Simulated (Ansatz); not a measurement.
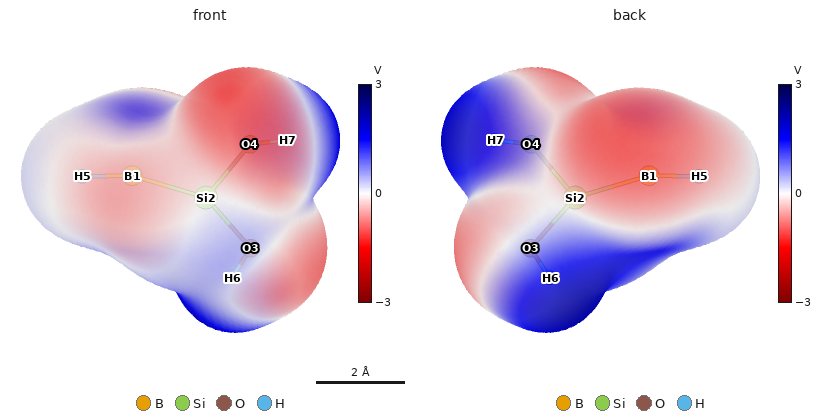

Figure 1: BH3O2Si. The molecular electrostatic potential painted on the density surface at 0.001 e/bohr³, seen from the front and from behind; the colour scale runs from red (negative) to blue (positive).

Method: Ansatz 0.2.0, RKS revPBE-D4/def2-SVP.

Input file:

```
crystal:
  periodic: [false, false, false]
  atoms:
    - { symbol: B, position_ang: [-0.89334, 1.04195, -0.02776] }
    - { symbol: Si, position_ang: [0.52712, -0.21002, 0.37155] }
    - { symbol: O, position_ang: [1.57809, -0.22435, 1.46256] }
    - { symbol: O, position_ang: [0.43206, -1.38244, -0.75561] }
    - { symbol: H, position_ang: [-0.71729, 1.96695, -0.72097] }
    - { symbol: H, position_ang: [0.5211, 0.62096, 1.54758] }
    - { symbol: H, position_ang: [1.02798, -2.1285, -0.78326] }
basis:
  gaussian: { orbitals: def2-SVP }
hamiltonian:
  xc: revpbe
  dispersion: d4
relax:
  f_tol: 0.02
  max_steps: 50
output:
  orbitals: {}
```

Command:

```sh
ansatz run input.yaml --threads 1 --pin off --max-ram 2048MiB --backend cpu --events-out ev --progress --plain --runs-dir out
```

The fields are those of the run's last geometry, not of the input's.

Describe the electrostatic potential map.

Answer. The most negative region (about −1.1 V) lies over O4, the most positive (about +2.2 V) over H6. O4 is the likeliest acceptor of a hydrogen bond.
